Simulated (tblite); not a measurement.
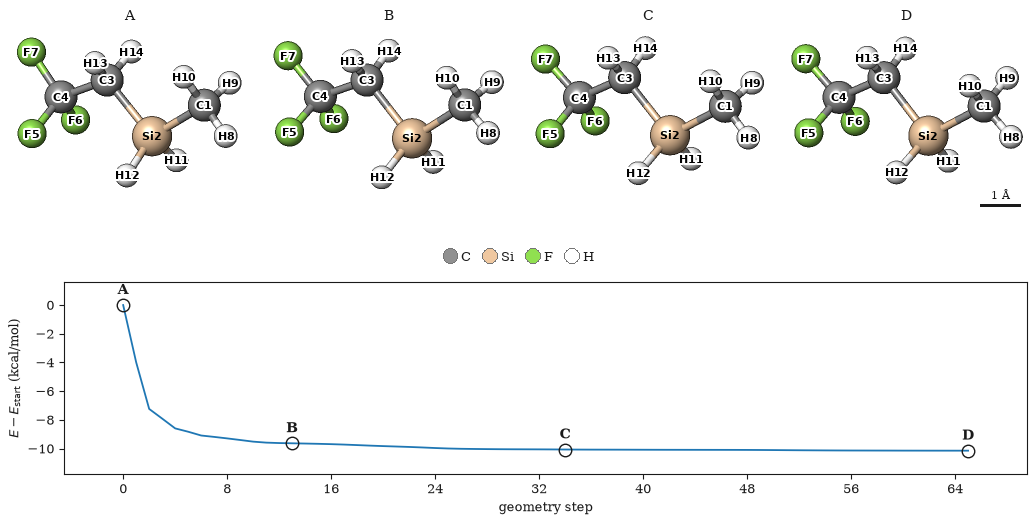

Frames of a relaxation of C3H7F3Si, marked on the history of the run. A ball-and-stick model, seen at a tilt.

These are results of GFN2-xTB geometry optimisation, gas phase (tblite), not measurements. 

**Describe the path.**

The largest move after the best rigid fit is that of H10, 0.39 Å. Largest moves by element: H 0.39 Å, F 0.23 Å, C 0.08 Å, Si 0.05 Å. Among the contacts that change: Si2–C3 1.876 → 1.918 Å, C4–F6 1.386 → 1.345 Å, C1–Si2 1.859 → 1.894 Å, C1–H10 1.119 → 1.086 Å. Among the angles between lasting bonds that change: Si2–C3–H13 104.6° → 111.8°, C3–C4–F7 107.2° → 113.4°, H8–C1–H9 113.6° → 107.5°. After 65 geometry steps the energy has fallen by 10.1 kcal/mol. From step 0 to 13: H atoms move most (0.13 Å), energy −9.63 kcal/mol. From step 13 to 34: H10 moves most (0.19 Å), energy −0.43 kcal/mol. From step 34 to 65: H atoms move most (0.16 Å), energy −0.08 kcal/mol.

```tsv
step	E − E(0), kcal/mol
0	0.00
1	-3.99
2	-7.24
3	-7.91
4	-8.59
5	-8.82
6	-9.09
7	-9.18
8	-9.29
9	-9.40
10	-9.51
13	-9.63
16	-9.69
19	-9.79
22	-9.88
24	-9.96
27	-10.02
30	-10.05
33	-10.06
36	-10.07
39	-10.07
42	-10.08
45	-10.08
48	-10.09
51	-10.11
53	-10.12
56	-10.13
59	-10.14
62	-10.14
65	-10.14
```
